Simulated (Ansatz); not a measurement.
H6InNOSi

```xyz
10

N    -0.6438   -0.0322   -0.1423
Si    0.0399   -1.6453    0.0187
In   -0.2011    1.9457    1.6651
O     0.6626    2.2828   -0.2271
H    -1.5965    0.0009   -0.5062
H    -0.0716    0.6854   -0.6279
H     0.3637   -2.3156   -1.2781
H    -0.9538   -2.4927    0.7366
H     1.2950   -1.5417    0.8144
H     1.1886    3.0614   -0.4501
```

Core potentials replace the inner electrons of In.

Method: RKS B3LYP/def2-SVP in Ansatz.

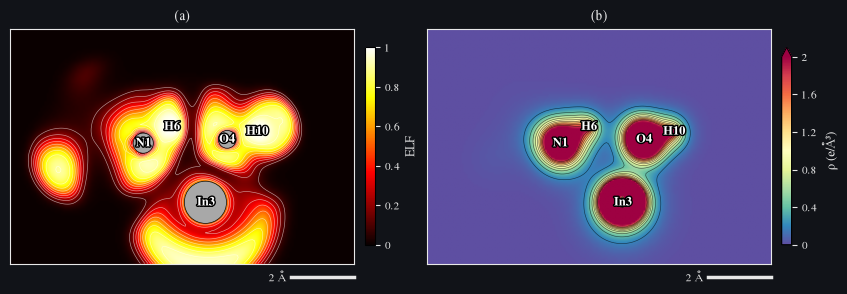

Figure 1. (a) electron localisation function; (b) electron density on the plane of atoms In3, O4 and H10. Grey discs cover the atomic cores in the ELF map.

Read the bonding off the picture.

- The plane passes through N, In, O and H nuclei.
- In–O (2.11 Å): ρ at the midpoint is about 0.54 e/Å³; the ELF peaks at about 0.85 in the valence shell of O, 0.6 Å from its nucleus, and drops to about 0.10 between the two atoms.
- O–H (0.97 Å): ρ is about 3.6 e/Å³ halfway; the ELF climbs to about 1 towards the hydrogen, as it does in any bond to H; an ordinary covalent bond to hydrogen.
- N–H (1.04 Å): ρ at the midpoint is about 2.8 e/Å³; the ELF climbs to about 1 towards the hydrogen (a covalent bond by its length).
- The ELF also peaks beside O4, away from the bonds: lone-pair regions.

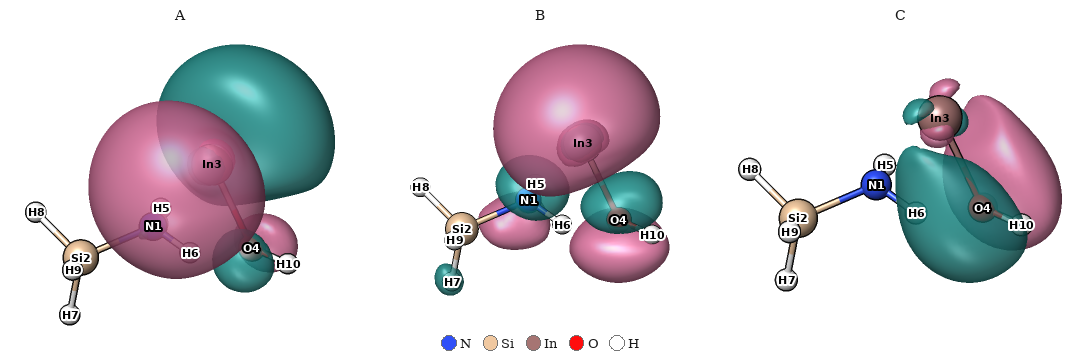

Figure 2. Three frontier orbitals at ±0.06 Å⁻³ᐟ² (teal and pink are the two phases), in no order.

Which picture is the HOMO−1, the HOMO and the LUMO?

C is the HOMO−1 (−7.00 eV). It lies mainly on O4 (about 85 %); largely a lone pair of O4. B is the HOMO (−5.99 eV). By Hirshfeld shares it lies mainly on In3 (about 60 %), O4 (about 30 %) and N1 (about 5 %). A is the LUMO (−1.13 eV). It lies mainly on In3 (about 85 %) and O4 (about 5 %).

What is the HOMO–LUMO gap?

4.86 eV between the orbital energies.

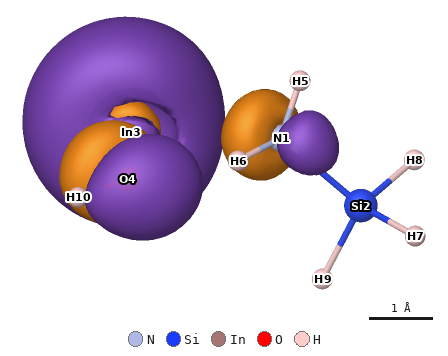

Figure 3. One frontier orbital at ±0.1 Å⁻³ᐟ² (orange and purple are the two phases), seen at an oblique angle.

Which orbital is it: HOMO or LUMO?

The HOMO, at −5.99 eV. It lies mainly on In3 (about 60 %), O4 (about 30 %) and N1 (about 5 %).
